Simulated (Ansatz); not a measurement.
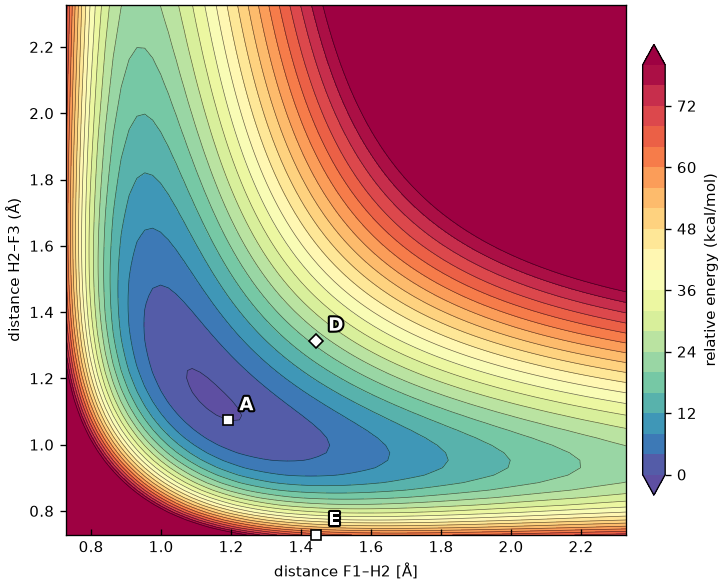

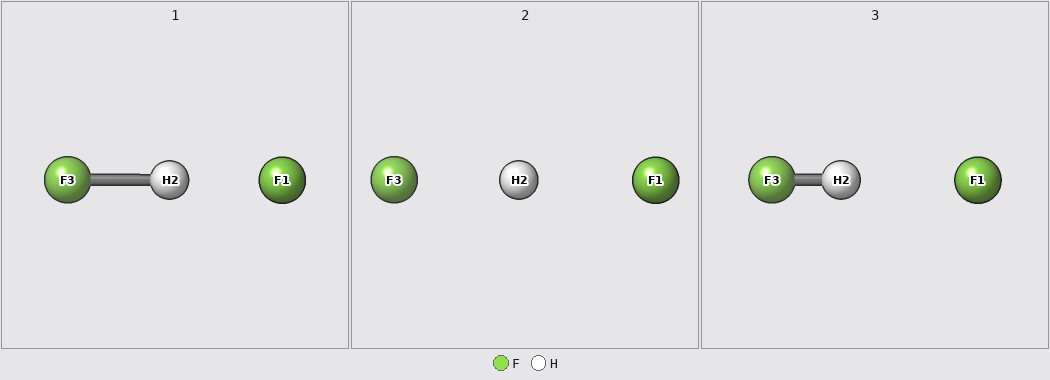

The system F⁻ + HF. The first coordinate is: distance F1–H2; the second: distance H2–F3. Nothing is relaxed (the angle F1–H2–F3 is fixed at 180 degrees). The scan uses a 14 × 14 grid; 105 points were computed and 91 follow by symmetry. Points are written as (first, second). All energies are given in kcal/mol relative to the lowest grid point. The restricted reference is unstable at some or all points, so the energies there are unreliable. These are results of RHF-CCSD(T), frozen core/def2-TZVPD in Ansatz, not measurements.

In the figure: filled contours, one colour for all values above the top of the scale, lettered points. Between grid points the surface is interpolated. The numbered pictures are the structures at these points, in random order.

### Which structure belongs to which point?

A is structure 1: (1.190 Å, 1.074 Å), 0 kcal/mol; D is structure 2: (1.444 Å, 1.314 Å), 21 kcal/mol; E is structure 3: (1.444 Å, 0.728 Å), 66 kcal/mol.
